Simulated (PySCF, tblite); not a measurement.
**C5H12NSi radical: geometry, infrared bands and EPR parameters**

Aim: predict the infrared bands and EPR parameters of C5H12NSi radical (`CCCC/C=N/[SiH2]`).

The runs use tblite 0.8.0 and PySCF 2.14.0, with density-fitted response routines of our own; the level of theory stands in each step. All values are computed, except where a source is named. Atoms are numbered from 0 throughout.

## 1. Starting geometry

19 atoms, charge 0, multiplicity 2; geometry from: force field or distance geometry start.

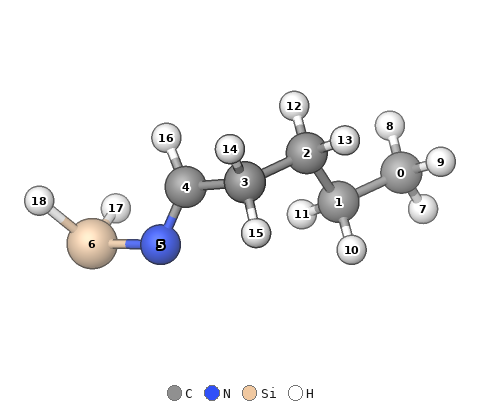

As it starts; carbon grey, nitrogen blue, silicon light orange, hydrogen white, atoms numbered.

## 2. Relaxing the molecule with GFN2-xTB

What the job is given:

```
{"job": {"kind": "relax", "xc": "GFN2-xTB", "basis": "xTB"}, "charge": 0, "multiplicity": 2}
C     -2.622100     0.991400     0.161000
C     -1.283700     0.524900     0.662700
C     -0.901500    -0.850800     0.095500
C      0.419300    -1.361100     0.619400
C      1.576000    -0.586300     0.068000
N      2.325200     0.111000     0.840400
Si     3.631900     0.986200     0.076500
H     -2.868800     1.977000     0.592500
H     -2.621200     1.087200    -0.927400
H     -3.428000     0.292700     0.446700
H     -1.310900     0.462900     1.765100
H     -0.522600     1.259800     0.406700
H     -0.881000    -0.782600    -0.992400
H     -1.692100    -1.569300     0.345400
H      0.550900    -2.400500     0.314600
H      0.440200    -1.337900     1.734700
H      1.717200    -0.647800    -1.033500
H      3.015200     1.864200    -0.936400
H      4.446100    -0.011900    -0.646300
```

Started as:

```sh
$ OMP_NUM_THREADS=1 python probes_run.py task.json out
```

One launch serves the whole session: the jobs run in the order shown.

The program printed:

```text
step      E/eV     max force
  0    -582.38973    1.832
  1    -582.44298    1.672
  2    -582.46753    0.376
  3    -582.47736    0.282
  4    -582.49155    0.281
  5    -582.49817    0.330
  6    -582.51171    0.330
  7    -582.52036    0.279
  8    -582.52916    0.233
  9    -582.53779    0.373
 10    -582.54840    0.450
 11    -582.56090    0.419
 12    -582.57618    0.344
 13    -582.59972    0.428
 14    -582.62728    0.717
 15    -582.65795    0.558
 16    -582.70738    1.093
 17    -582.72718    1.179
 18    -582.78577    0.657
 19    -582.81786    0.490
 20    -582.86094    0.380
 21    -582.88868    0.410
 22    -582.91756    0.435
 23    -582.94204    0.633
 24    -582.96944    0.516
 25    -582.99812    0.537
 26    -583.02530    0.504
 27    -583.04710    0.400
 28    -583.06411    0.310
 29    -583.07325    0.327
 30    -583.08231    0.303
 31    -583.09230    0.251
 32    -583.09941    0.204
 33    -583.10985    0.254
 34    -583.12003    0.269
 35    -583.12853    0.260
 36    -583.13486    0.227
 37    -583.14171    0.189
 38    -583.15155    0.253
 39    -583.16537    0.280
 40    -583.17874    0.289
 41    -583.18485    0.699
 42    -583.20296    0.335
 43    -583.21610    0.178
 44    -583.22927    0.301
 45    -583.23708    0.201
 46    -583.24186    0.164
 47    -583.24684    0.160
 48    -583.25382    0.182
 49    -583.26081    0.158
 50    -583.26454    0.110
 51    -583.26646    0.096
 52    -583.26789    0.085
 53    -583.26932    0.084
 54    -583.27044    0.058
 55    -583.27102    0.049
 56    -583.27165    0.060
 57    -583.27229    0.064
 58    -583.27294    0.064
 59    -583.27363    0.066
 60    -583.27445    0.076
 61    -583.27546    0.083
 62    -583.27660    0.082
 63    -583.27776    0.084
 64    -583.27896    0.082
 65    -583.28033    0.098
 66    -583.28179    0.100
 67    -583.28323    0.127
 68    -583.28452    0.103
 69    -583.28575    0.065
 70    -583.28641    0.059
 71    -583.28713    0.058
 72    -583.28766    0.091
 73    -583.28830    0.075
 74    -583.28911    0.062
 75    -583.29007    0.075
 76    -583.29098    0.087
 77    -583.29189    0.082
 78    -583.29290    0.095
 79    -583.29400    0.076
 80    -583.29488    0.068
 81    -583.29559    0.078
 82    -583.29647    0.079
 83    -583.29737    0.084
 84    -583.29804    0.052
 85    -583.29843    0.045
 86    -583.29875    0.044
 87    -583.29914    0.050
 88    -583.29957    0.053
 89    -583.29999    0.051
 90    -583.30038    0.060
 91    -583.30074    0.057
 92    -583.30117    0.063
 93    -583.30161    0.047
 94    -583.30201    0.051
 95    -583.30242    0.045
 96    -583.30281    0.045
 97    -583.30318    0.040
 98    -583.30343    0.034
 99    -583.30359    0.025
100    -583.30370    0.021
101    -583.30382    0.021
102    -583.30396    0.022
103    -583.30409    0.026
104    -583.30422    0.026
105    -583.30432    0.018
106    -583.30441    0.018
107    -583.30448    0.020
108    -583.30457    0.018
109    -583.30467    0.020
110    -583.30478    0.025
111    -583.30493    0.030
112    -583.30512    0.034
113    -583.30531    0.028
114    -583.30545    0.022
115    -583.30552    0.022
116    -583.30558    0.018
117    -583.30566    0.017
118    -583.30577    0.025
119    -583.30589    0.028
120    -583.30598    0.025
121    -583.30608    0.021
122    -583.30619    0.026
123    -583.30630    0.023
124    -583.30639    0.019
125    -583.30646    0.020
126    -583.30653    0.018
127    -583.30661    0.020
128    -583.30670    0.019
129    -583.30676    0.018
130    -583.30683    0.018
131    -583.30694    0.021
132    -583.30709    0.022
133    -583.30729    0.028
134    -583.30748    0.033
135    -583.30765    0.036
136    -583.30782    0.042
137    -583.30800    0.041
138    -583.30820    0.042
139    -583.30843    0.045
140    -583.30866    0.033
141    -583.30885    0.024
142    -583.30893    0.019
143    -583.30898    0.019
144    -583.30901    0.017
145    -583.30905    0.014
146    -583.30908    0.008
```

Wall time 1.3 s (1 thread of AMD EPYC 7R43, shared host); peak memory 0.18 GiB.

Relaxation path: (not every step is listed)

```
step  energy from step 0 (eV)  largest force (eV/Å)
   0                   0.0000                1.8319
   1                  -0.0533                1.6717
   2                  -0.0778                0.3760
   3                  -0.0876                0.2818
   4                  -0.1018                0.2815
   5                  -0.1084                0.3303
   6                  -0.1220                0.3295
   7                  -0.1306                0.2788
   8                  -0.1394                0.2333
  21                  -0.4990                0.4099
  34                  -0.7303                0.2685
  47                  -0.8571                0.1602
  60                  -0.8847                0.0756
  73                  -0.8986                0.0755
  86                  -0.9090                0.0441
  99                  -0.9139                0.0254
 112                  -0.9154                0.0336
 125                  -0.9167                0.0197
 138                  -0.9185                0.0423
 141                  -0.9191                0.0242
 142                  -0.9192                0.0191
 143                  -0.9193                0.0193
 144                  -0.9193                0.0170
 145                  -0.9193                0.0138
 146                  -0.9194                0.0084
```

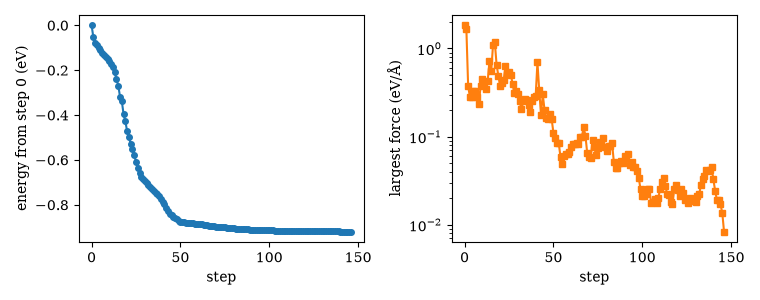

Energy and largest force along the relaxation.

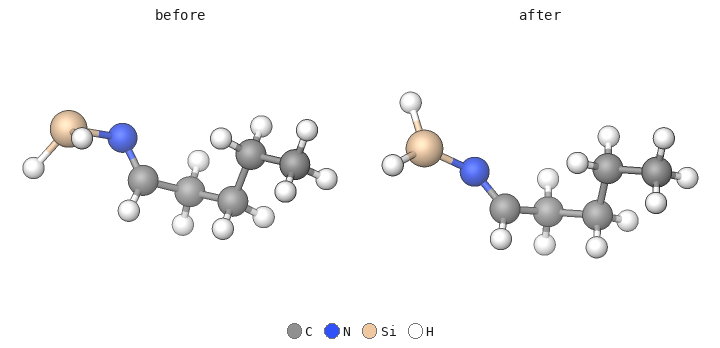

Before and after, at one scale.

Distances of close pairs at the start and the end, largest changes first:

```
   bond  before (Å)  after (Å)  change (Å)
 N5–Si6       1.748      1.640      -0.108
Si6–H18       1.477      1.446      -0.031
 C3–H15       1.116      1.091      -0.025
  C2–C3       1.510      1.534      +0.025
 C4–H16       1.112      1.089      -0.024
  C0–C1       1.504      1.524      +0.020
Si6–H17       1.476      1.457      -0.019
  C0–H7       1.104      1.088      -0.016
```

The final coordinates are the input of the step that follows.

## 3. Harmonic vibrations with GFN2-xTB

What the job is given:

```
{"job": {"kind": "ir", "xc": "GFN2-xTB", "basis": "xTB"}, "charge": 0, "multiplicity": 2}
C     -2.670286     1.000481     0.355128
C     -1.249130     0.513511     0.610140
C     -1.055942    -0.932008     0.160404
C      0.375721    -1.422952     0.412590
C      1.377365    -0.672264    -0.398149
N      2.350999    -0.044977     0.188257
Si     3.666248     0.891051    -0.102712
H     -2.795089     2.023459     0.703167
H     -2.900485     0.968912    -0.707851
H     -3.388090     0.370571     0.876840
H     -1.023193     0.589728     1.675914
H     -0.539442     1.150721     0.077767
H     -1.281924    -1.014092    -0.905759
H     -1.755181    -1.575159     0.700196
H      0.424102    -2.487456     0.155816
H      0.626994    -1.312888     1.468192
H      1.238117    -0.678892    -1.477706
H      4.253704     1.408692    -1.331356
H      4.335709     1.232812     1.132226
```

The program printed:

```text
mode    cm-1     km/mol
  1      33.1      0.05
  2      71.2      0.16
  3      99.9      4.12
  4     138.5      8.11
  5     166.4      6.29
  6     231.2      0.15
  7     249.5      2.29
  8     273.8      1.64
  9     313.2      1.25
 10     399.4      2.40
 11     409.0      7.38
 12     470.7      2.69
 13     526.2    106.29
 14     666.4     10.53
 15     781.8      8.82
 16     790.0     65.68
 17     844.9     54.55
 18     877.8     14.27
 19     927.6     38.09
 20     982.6     19.59
 21    1026.2      5.07
 22    1087.5      0.33
 23    1101.7      2.31
 24    1115.3      0.53
 25    1143.1      3.88
 26    1193.5      0.92
 27    1231.5      2.31
 28    1277.5      2.88
 29    1291.3     13.22
 30    1301.7      1.11
 31    1341.6     12.07
 32    1367.0      0.34
 33    1415.3      0.47
 34    1459.6      2.61
 35    1491.9      1.03
 36    1498.7      0.15
 37    1505.5      1.88
 38    1508.7      1.63
 39    1516.9     47.49
 40    2301.9    359.35
 41    2415.8    209.65
 42    2908.5     57.83
 43    2932.3     67.09
 44    2956.6     18.86
 45    2972.7     30.71
 46    2973.3     70.48
 47    2985.4     42.46
 48    3000.9     57.91
 49    3026.7     65.38
 50    3030.0     59.20
 51    3035.5     34.80
```

Run time: 0.85 s. Hardware: 1 thread of AMD EPYC 7R43, shared host; peak memory 0.18 GiB.

The strongest bands and the atoms that carry them (share of the mass-weighted mode):

```
cm⁻¹  km/mol                         atoms
 526   106.3  H17 39 %, H18 39 %, Si6 11 %
 790    65.7            H18 44 %, H17 39 %
2302   359.4                      H17 94 %
2416   209.7                      H18 95 %
2932    67.1                      H16 92 %
2973    70.5  H10 36 %, H13 30 %, H11 23 %
3027    65.4              H9 60 %, H8 29 %
3030    59.2     H7 38 %, H8 38 %, H9 14 %
```

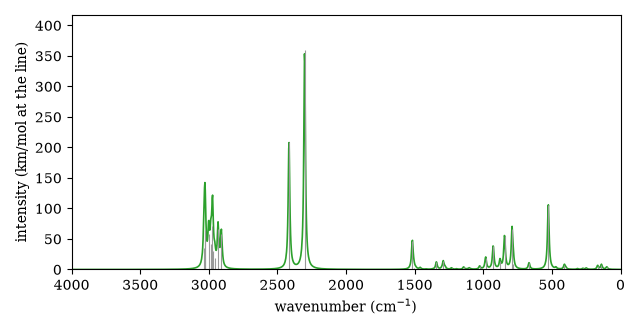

The infrared spectrum from these modes, unscaled. Lines are broadened to a width of 14 cm⁻¹ (Lorentzian).

## 4. EPR parameters: B3LYP/pcH-1

Same as in step 3 but for these lines:

```diff
@@ -1,2 +1,2 @@
-{"job": {"kind": "ir", "xc": "GFN2-xTB", "basis": "xTB"}, "charge": 0, "multiplicity": 2}
+{"job": {"kind": "epr", "basis": "pcH-1"}, "charge": 0, "multiplicity": 2}
 C     -2.670286     1.000481     0.355128
```

Method: UKS B3LYP, pcH-1 on C H N Si, non-relativistic, mean-field spin-orbit, GIAO.

The program printed:

```text
UKS, coarse grid
  cycle   1  E = -541.87287197  |g| = 4.50e-01
  cycle   2  E = -541.65124449  |g| = 7.97e-01
  cycle   3  E = -541.97110957  |g| = 1.20e-01
  cycle   4  E = -541.97741460  |g| = 4.97e-02
  cycle   5  E = -541.97866310  |g| = 1.20e-02
  cycle   6  E = -541.97874223  |g| = 7.79e-03
  cycle   7  E = -541.97878293  |g| = 2.36e-03
  cycle   8  E = -541.97878789  |g| = 1.21e-03
  cycle   9  E = -541.97878885  |g| = 2.05e-04
UKS, final grid
  cycle   1  E = -541.97875402  |g| = 2.20e-04
  cycle   2  E = -541.97875399  |g| = 3.54e-04
  cycle   3  E = -541.97875405  |g| = 6.27e-05
  cycle   4  E = -541.97875405  |g| = 2.45e-05
E = -541.97875405 Eh   <S^2> = 0.7664 (exact 0.7500)
g shifts (ppm)      1          2          3
  rmc          -122       -122       -122
  gc              2         25         34
  oz_so         -46        -30       2277
  total        -166       -127       2189
hyperfine (MHz)  atom isotope    a_iso     a_fc   dipolar eigenvalues
    0   13C      -0.04      -0.04     -0.15     -0.06      0.22
    1   13C      -0.07      -0.07     -0.59     -0.05      0.64
    2   13C      21.70      21.70     -1.87     -1.61      3.48
    3   13C     -14.10     -14.10     -0.85      0.30      0.55
    4   13C      41.64      41.73    -36.06    -34.27     70.33
    5   14N      -9.27      -9.26    -10.03      3.59      6.43
    6  29Si    -130.30    -131.34   -159.88     78.67     81.21
    7    1H       0.61       0.61     -0.41     -0.31      0.72
    8    1H       0.02       0.02     -0.49     -0.39      0.87
    9    1H       0.87       0.87     -0.40     -0.32      0.71
   10    1H       0.41       0.41     -1.05     -0.56      1.61
   11    1H       0.35       0.35     -2.50     -1.15      3.66
   12    1H      -1.16      -1.16     -1.84     -1.12      2.96
   13    1H       1.21       1.21     -1.38     -0.83      2.21
   14    1H      46.46      46.46     -2.37     -1.77      4.14
   15    1H       1.60       1.61     -1.88     -1.69      3.57
   16    1H     -27.62     -27.62    -14.17     -1.38     15.55
   17    1H     -38.80     -38.82    -10.27      3.79      6.48
   18    1H     -48.04     -48.06    -10.93      4.21      6.72
```

It took 92 s on 1 thread of AMD EPYC 7R43, shared host; peak memory 0.96 GiB.

Principal g values 2.00215, 2.00219, 2.00451; g(iso) = 2.00295, against 2.00232 for a free electron.

Hyperfine couplings; where a row names several nuclei, a(iso) is their mean (it holds for fast rotation or exchange) and the dipolar term the largest among them:

```
    nuclei  isotope  a(iso) (MHz)  a(iso) (G, at g = 2.0023)  largest dipolar term (MHz)
       Si6     29Si        -130.3                      -46.5                      -159.9
  H17, H18       1H         -43.4                      -15.5                       -10.9
        C4      13C          41.6                       14.9                        70.3
       H16       1H         -27.6                       -9.9                        15.6
  H14, H15       1H          24.0                        8.6                         4.1
        C2      13C          21.7                        7.7                         3.5
        C3      13C         -14.1                       -5.0                        -0.9
        N5      14N          -9.3                       -3.3                       -10.0
H7, H8, H9       1H           0.5                        0.2                         0.9
  H10, H11       1H           0.4                        0.1                         3.7
        C1      13C          -0.1                        0.0                         0.6
        C0      13C           0.0                        0.0                         0.2
  H12, H13       1H           0.0                        0.0                         3.0
```

Mulliken spin populations:

C0 0.00; C1 0.00; C2 0.01; C3 -0.04; C4 0.41; N5 -0.16; Si6 0.85; H7 0.00; H8 0.00; H9 0.00; H10 0.00; H11 0.00; H12 0.00; H13 0.00; H14 0.02; H15 0.00; H16 -0.02; H17 -0.03; H18 -0.04

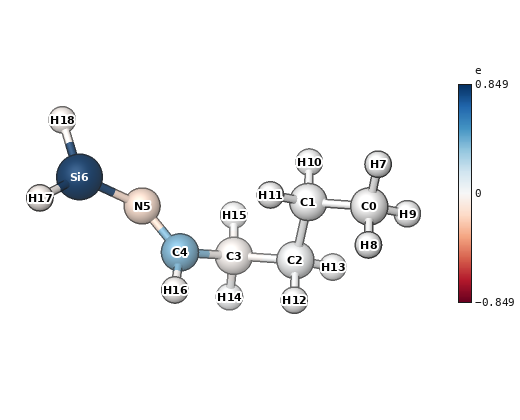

Mulliken spin populations, as colours on the atoms.

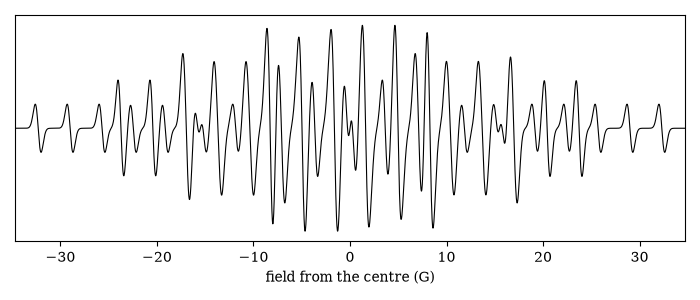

First-order isotropic spectrum (first derivative, main isotopes with spin only, couplings over 0.8 MHz, Gaussian width 0.3 G; couplings of the frozen geometry, rotation of groups not averaged beyond the rows shown).

Orbitals, density, ELF and potential are computed afterwards from the orbital file.

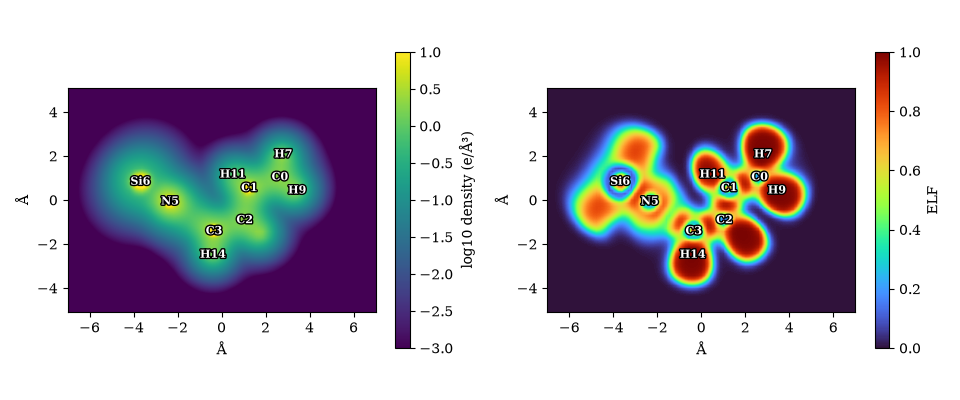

Density (left) and ELF (right) in a plane through or near 10 of the atoms.

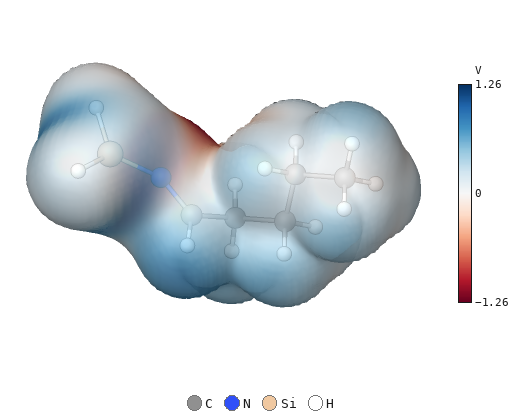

The potential that a unit positive charge feels on the 0.002 e/bohr³ surface, from -1.26 V near N5 to 0.82 V near H16.

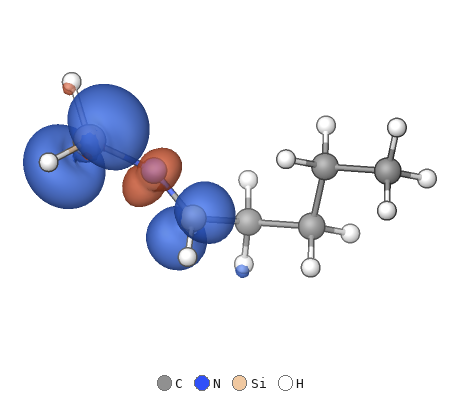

Spin density at ±0.04 e/Å³ (alpha excess blue, beta excess red).

## 5. Results

| quantity | value |
| --- | --- |
| strongest single infrared mode (GFN2-xTB) | 2302 cm⁻¹, 359 km/mol |
| zero-point energy (GFN2-xTB) | 98.2 kcal/mol |
| g(iso) (B3LYP) | 2.00295 |
| ⟨S²⟩ | 0.766 (exact 0.75) |
| largest a(iso) (averaged by class) | 29Si on Si6, -130.3 MHz |
| potential on the surface of density 0.002 e/bohr³, 1st and 99th percentile | -1.26 V and 0.82 V |

**Reading.** Over 146 steps the energy fell by 0.919 eV; of the close pairs, N5–Si6 changed most, 1.748 to 1.640 Å. No mode is imaginary among the 51: a minimum at this level. The strongest single mode, at 2302 cm⁻¹, moves mainly H17. Unscaled tight-binding wavenumbers are off by several per cent, some by more. Its intensities can rank the bands wrongly. Si6 carries the largest spin population, 0.85 e. The isotropic g lies 0.6 ppt above the free-electron value. These values are for one conformer; the search (at its own cheap level) found 1 more, at 0.76 kcal/mol, and measured spectra average over such forms.
